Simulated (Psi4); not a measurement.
## Run report: CH3FZn, frequency calculation (part 1 of 2)

System: CH3FZn, SMILES [CH3][Zn][F].
Method: PBE0/def2-TZVP, RKS, dispersion D4 (Psi4 1.11).

The run did not end well. The geometry was optimised with PBE0/def2-TZVP.

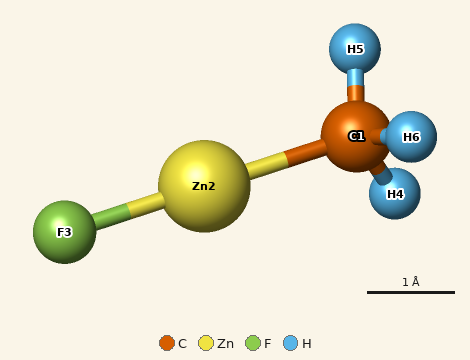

**Figure 1.** The structure (ball-and-stick view, seen at a tilt; atoms are numbered from 1 in the order of the input). Sticks mark near contacts.

## The input (input.inp)
```
memory 3300 MB

molecule {
  0 1
  C      0.437379    -0.406033     0.360782
  Zn    -0.705036     0.689201    -0.713286
  F     -1.754869     1.694366    -1.696413
  H     -0.021847    -1.380943     0.532971
  H      1.397024    -0.557763    -0.136262
  H      0.618643     0.067367     1.327266
  symmetry c1
}

set globals {
  basis                      def2-TZVP
  scf_type                   df
  rotational_symmetry_number 3
}

frequencies('pbe0-d4')
```

Machine: 2 threads of Intel Xeon @ 2.50GHz (Skylake/Cascade Lake), 189 GiB of memory available, shared host.

Command:
```bash
psi4 -n 2 input.inp input.out
```

## What the program printed
```
Psi4 1.11 release

         ----------------------------------------------------------
                                   FINDIF
         ----------------------------------------------------------

  Using finite-differences of gradients to determine vibrational frequencies and
  normal modes. Resulting frequencies are only valid at stationary points.
    Generating geometries for use with 3-point formula.
    Displacement size will be 5.00e-03.
    Number of atoms is 6.
    Number of irreps is 1.
    Number of SALCs is 15.
    Translations projected? 1. Rotations projected? 0.
    Index of SALCs per irrep:
      1 :  0  1  2  3  4  5  6  7  8  9  10  11  12  13  14
    Number of SALCs per irrep:
      Irrep 1: 15
    Number of geometries (including reference) is 31.
    Number of displacements per irrep:
      Irrep 1: 30
 31 displacements needed ...

  //>>>>>>>>>>>>>>>>>>>>>>>>>>>>>>>>>>>//
  //    FiniteDifference Computations  //
  //<<<<<<<<<<<<<<<<<<<<<<<<<<<<<<<<<<<//

    -----------------------------------------------------------------------
                               Psi4 1.11 release

    h
    h
    h

    -----------------------------------------------------------------------

gradient() will perform analytic gradient computation.

   => Loading Basis Set <=

    Name: DEF2-TZVP
    Role: ORBITAL
    Keyword: BASIS

   => PBE0-D4(BJ,EEQ)ATM: Empirical Dispersion <=

        a1 =       0.400856
        a2 =       5.029288
       alp =      16.000000
        s6 =       1.000000
        s8 =       1.200655
        s9 =       1.000000
        ga =       3.000000
        gc =       2.000000
        wf =       6.000000

         ---------------------------------------------------------
                                   SCF
                              RKS Reference
                        2 Threads,   3147 MiB Core
         ---------------------------------------------------------

  ==> Geometry <==

    Molecular point group: c1
    Full point group: C1

    Geometry (in Bohr), charge = 0, multiplicity = 1:

       Center              X                  Y                   Z               Mass
    ------------   -----------------  -----------------  -----------------  -----------------
         C            2.199271127010    -2.107967927533     2.066252983419    12.000000000000
         ZN           0.040419655395    -0.038275624243     0.036558623301    63.929142010000
         F           -1.943477192073     1.861210936652    -1.821282153242    18.998403162730
         H            1.331459757321    -3.950280824503     2.391643035235     1.007825032230
         H            4.012737354675    -2.394696072549     1.126975951117     1.007825032230
         H            2.541810443415    -1.213371579741     3.892643048056     1.007825032230

  Running in c1 symmetry.

  Rotational constants: A =      5.32916  B =      0.14077  C =      0.14077 [cm^-1]
  Rotational constants: A = 159764.25655  B =   4220.09132  C =   4220.08964 [MHz]
  Nuclear repulsion =  171.030923183384289

  Charge       = 0
  Multiplicity = 1
  Electrons    = 48
  Nalpha       = 24
  Nbeta        = 24

  ==> Algorithm <==

  SCF Algorithm Type is DF.
  DIIS enabled.
  MOM disabled.
  Fractional occupation disabled.
  Guess Type is SAD.
  Energy threshold   = 1.00e-08
  Density threshold  = 1.00e-08
  Integral threshold = 1.00e-12

  ==> Primary Basis <==

  Basis Set: DEF2-TZVP
    Blend: DEF2-TZVP
    Number of shells: 50
    Number of basis functions: 128
    Number of Cartesian functions: 145
    Spherical Harmonics?: true
    Max angular momentum: 3

  ==> DFT Potential <==

   => LibXC <=

    Version 7.1.2

   => Composite Functional: PBE0-D4BJEEQATM <=

    PBE0-d4bjeeqatm Hyb-GGA Exchange-Correlation Functional

    Deriv               =              1
    GGA                 =           TRUE
    Meta                =          FALSE

    Exchange Hybrid     =           TRUE
    MP2 Hybrid          =          FALSE

   => Exchange Functionals <=

    0.7500   Perdew, Burke & Ernzerhof

   => Exact (HF) Exchange <=

    0.2500               HF

   => Correlation Functionals <=

    1.0000   Perdew, Burke & Ernzerhof

   => LibXC Density Thresholds  <==

    XC_HYB_GGA_XC_PBEH:  1.00E-15

   => Molecular Quadrature <=

    Radial Scheme          =       TREUTLER
    Pruning Scheme         =           NONE
    Nuclear Scheme         =       TREUTLER

    Blocking Scheme        =         OCTREE
    BS radius alpha        =              1
    Pruning alpha          =              1
    Radial Points          =             75
    Spherical Points       =            302
    Total Points           =         130857
    Total Blocks           =           1040
    Max Points             =            256
    Max Functions          =            125
    Weights Tolerance      =       1.00E-15

   => Loading Basis Set <=

    Name: (DEF2-TZVP AUX)
    Role: JKFIT
    Keyword: DF_BASIS_SCF

  ==> Integral Setup <==

  DFHelper Memory: AOs need 0.061 GiB; user supplied 1.981 GiB.
  SCF_SUBTYPE=INCORE selected. In-core MEM_DF algorithm will be used.
  Using in-core AOs.

  ==> MemDFJK: Density-Fitted J/K Matrices <==

    J tasked:                   Yes
    K tasked:                   Yes
    wK tasked:                   No
    Memory [MiB]:              2028
    Algorithm:                 Core
    Schwarz Cutoff:           1E-12
    Mask sparsity (%):       4.4800
    Fitting Condition:        1E-10

   => Auxiliary Basis Set <=

  Basis Set: (DEF2-TZVP AUX)
    Blend: DEF2-UNIVERSAL-JKFIT
    Number of shells: 126
    Number of basis functions: 470
    Number of Cartesian functions: 619
    Spherical Harmonics?: true
    Max angular momentum: 6

  Cached 100.0% of DFT collocation blocks in 0.324 [GiB].

  Minimum eigenvalue in the overlap matrix is 1.6005063437E-03.
  Reciprocal condition number of the overlap matrix is 2.2922376782E-04.
    Using symmetric orthogonalization.

  ==> Pre-Iterations <==

  SCF Guess: Superposition of Atomic Densities via on-the-fly atomic UHF (no occupation information).

   -------------------------
    Irrep   Nso     Nmo
   -------------------------
     A        128     128
   -------------------------
    Total     128     128
   -------------------------

  ==> Iterations <==

                           Total Energy        Delta E     RMS |[F,P]|

   @DF-RKS iter SAD: -1915.58019443152807   -1.91558e+03   0.00000e+00
   @DF-RKS iter   1: -1916.29826039069053   -7.18066e-01   3.20343e-02 ADIIS/DIIS
   @DF-RKS iter   2: -1870.47309880952434    4.58252e+01   7.23202e-02 ADIIS/DIIS
   @DF-RKS iter   3: -1918.46439087240492   -4.79913e+01   1.25152e-02 ADIIS/DIIS
   @DF-RKS iter   4: -1918.79659948410699   -3.32209e-01   2.46735e-03 ADIIS/DIIS
   @DF-RKS iter   5: -1918.83970394180210   -4.31045e-02   1.15255e-03 ADIIS/DIIS
   @DF-RKS iter   6: -1918.84901097975671   -9.30704e-03   3.41602e-04 ADIIS/DIIS
   @DF-RKS iter   7: -1918.84947889267301   -4.67913e-04   1.97181e-04 ADIIS/DIIS
   @DF-RKS iter   8: -1918.84966070107475   -1.81808e-04   4.06296e-05 DIIS
   @DF-RKS iter   9: -1918.84966528120981   -4.58014e-06   4.10043e-06 DIIS
   @DF-RKS iter  10: -1918.84966533773081   -5.65210e-08   4.96236e-07 DIIS
   @DF-RKS iter  11: -1918.84966533912825   -1.39744e-09   4.75433e-08 DIIS
   @DF-RKS iter  12: -1918.84966533914462   -1.63709e-11   1.09054e-08 DIIS
   @DF-RKS iter  13: -1918.84966533914599   -1.36424e-12   2.03223e-09 DIIS
  Energy and wave function converged.

  ==> Post-Iterations <==

   Electrons on quadrature grid:
      Ntotal   =   47.9999793381 ; deviation = -2.066e-05

    Orbital Energies [Eh]
    ---------------------

    Doubly Occupied:

       1A   -347.621613     2A    -42.363684     3A    -37.305150
       4A    -37.305149     5A    -37.301283     6A    -24.690198
       7A    -10.221886     8A     -4.909213     9A     -3.285992
      10A     -3.285992    11A     -3.279533    12A     -1.119473
      13A     -0.714908    14A     -0.547914    15A     -0.543965
      16A     -0.543964    17A     -0.540017    18A     -0.540017
      19A     -0.417630    20A     -0.417619    21A     -0.394478
      22A     -0.361909    23A     -0.361909    24A     -0.322870

    Virtual:

      25A     -0.018791    26A      0.003713    27A      0.003722
      28A      0.056015    29A      0.109771    30A      0.109779
      31A      0.155320    32A      0.171674    33A      0.206928
      34A      0.206951    35A      0.226406    36A      0.226427
      37A      0.247564    38A      0.293630    39A      0.293737
      40A      0.355077    41A      0.355155    42A      0.369669
      43A      0.474435    44A      0.474463    45A      0.480431
      46A      0.524852    47A      0.633670    48A      0.697276
      49A      0.697336    50A      0.731622    51A      0.851245
      52A      0.851352    53A      0.938191    54A      0.959887
      55A      0.960081    56A      1.094246    57A      1.182363
      58A      1.182423    59A      1.217597    60A      1.217707
      61A      1.456532    62A      1.502079    63A      1.528064
      64A      1.528092    65A      1.531945    66A      1.719006
      67A      1.828316    68A      1.828423    69A      1.992818
      70A      2.031922    71A      2.031945    72A      2.094256
      73A      2.109170    74A      2.109330    75A      2.241306
      76A      2.241388    77A      2.323030    78A      2.323128
      79A      2.397152    80A      2.397223    81A      2.479689
      82A      2.579694    83A      2.579747    84A      2.735800
      85A      2.869525    86A      3.097163    87A      3.097265
      88A      3.213634    89A      3.213759    90A      3.261776
      91A      3.333344    92A      3.348118    93A      3.348128
      94A      3.484604    95A      3.518855    96A      3.518876
      97A      3.686210    98A      4.076330    99A      4.214171
     100A      4.214255   101A      4.271153   102A      4.446182
     103A      4.806831   104A      4.806860   105A      4.943970
     106A      4.943983   107A      5.539150   108A      6.510630
     109A      6.510647   110A      6.520385   111A      6.520398
     112A      6.545220   113A      6.545225   114A      6.644411
     115A      6.944940   116A      6.945013   117A      6.958840
     118A      6.958840   119A      6.978640   120A      6.978642
     121A      7.007697   122A      8.352918   123A      8.353549
     124A      8.459589   125A      8.459594   126A      8.859728
     127A     22.225638   128A     56.980544

    Final Occupation by Irrep:
              A
    DOCC [    24 ]
    NA   [    24 ]
    NB   [    24 ]

  @DF-RKS Final Energy: -1918.84966533914599

   => Energetics <=

    Nuclear Repulsion Energy =            171.0309231833842887
    One-Electron Energy =               -3016.3675156276631242
    Two-Electron Energy =                 992.8318897776872518
    DFT Exchange-Correlation Energy =     -66.3429330647921631
    Empirical Dispersion Energy =          -0.0020296077622331
    VV10 Nonlocal Energy =                  0.0000000000000000
    Total Energy =                      -1918.8496653391459859

Computation Completed

Properties will be evaluated at   0.000000,   0.000000,   0.000000 [a0]

Properties computed using the SCF density matrix

 Multipole Moments:

 ------------------------------------------------------------------------------------
     Multipole            Electronic (a.u.)      Nuclear  (a.u.)        Total (a.u.)
 ------------------------------------------------------------------------------------

 L = 1.  Multiply by 2.5417464519 to convert [e a0] to [Debye]
 Dipole X            :         -4.1401461            4.8029293            0.6627832
 Dipole Y            :          3.9694043           -4.6035263           -0.6341221
 Dipole Z            :         -3.8941991            4.5139993            0.6198001
 Magnitude           :                                                    1.1070431

 ------------------------------------------------------------------------------------

	total time  =         16 seconds =       0.27 minutes

         ------------------------------------------------------------
                                   SCF GRAD
         ------------------------------------------------------------

  ==> Geometry <==

    Molecular point group: c1
    Full point group: C1

    Geometry (in Bohr), charge = 0, multiplicity = 1:

       Center              X                  Y                   Z               Mass
    ------------   -----------------  -----------------  -----------------  -----------------
         C            2.199271127010    -2.107967927533     2.066252983419    12.000000000000
         ZN           0.040419655395    -0.038275624243     0.036558623301    63.929142010000
         F           -1.943477192073     1.861210936652    -1.821282153242    18.998403162730
         H            1.331459757321    -3.950280824503     2.391643035235     1.007825032230
         H            4.012737354675    -2.394696072549     1.126975951117     1.007825032230
         H            2.541810443415    -1.213371579741     3.892643048056     1.007825032230

  Nuclear repulsion =  171.030923183384289

  ==> Basis Set <==

  Basis Set: DEF2-TZVP
    Blend: DEF2-TZVP
    Number of shells: 50
    Number of basis functions: 128
    Number of Cartesian functions: 145
    Spherical Harmonics?: true
    Max angular momentum: 3

  ==> DFJKGrad: Density-Fitted SCF Gradients <==

    Gradient:                    1
    J tasked:                  Yes
    K tasked:                  Yes
    wK tasked:                  No
    Integrals threads:           2
    Memory [MiB]:             2360
    Schwarz Cutoff:          1E-12
    Fitting Condition:       1E-10

   => Auxiliary Basis Set <=

  Basis Set: (DEF2-TZVP AUX)
    Blend: DEF2-UNIVERSAL-JKFIT
    Number of shells: 126
    Number of basis functions: 470
    Number of Cartesian functions: 619
    Spherical Harmonics?: true
    Max angular momentum: 6

   => Molecular Quadrature <=

    Radial Scheme          =       TREUTLER
    Pruning Scheme         =           NONE
    Nuclear Scheme         =       TREUTLER

    Blocking Scheme        =         OCTREE
    BS radius alpha        =              1
    Pruning alpha          =              1
    Radial Points          =             75
    Spherical Points       =            302
    Total Points           =         130857
    Total Blocks           =           1040
    Max Points             =            256
    Max Functions          =            125
    Weights Tolerance      =       1.00E-15

  -Total Gradient:
     Atom            X                  Y                   Z
    ------   -----------------  -----------------  -----------------
       1       -0.000279976165     0.000223705942    -0.000236053942
       2        0.000107986438    -0.000062440366     0.000030088078
       3       -0.000019753149     0.000002661561     0.000022399123
       4        0.000102846802    -0.000043473255     0.000072542791
       5        0.000051327193    -0.000072005054     0.000097219659
       6        0.000068665536    -0.000078537642     0.000042019133

	total time  =          8 seconds =       0.13 minutes

    Psi4 run time: 0:00:24.32

    -----------------------------------------------------------------------
                               Psi4 1.11 release

    h
    h
    h

    -----------------------------------------------------------------------

gradient() will perform analytic gradient computation.

  ==> Geometry <==

    Molecular point group: c1
    Full point group: C1

    Geometry (in Bohr), charge = 0, multiplicity = 1:

       Center              X                  Y                   Z               Mass
    ------------   -----------------  -----------------  -----------------  -----------------
         C            2.197919053147    -2.107967927533     2.066252983419    12.000000000000
[... cut ...]

    Radial Scheme          =       TREUTLER
    Pruning Scheme         =           NONE
    Nuclear Scheme         =       TREUTLER
```
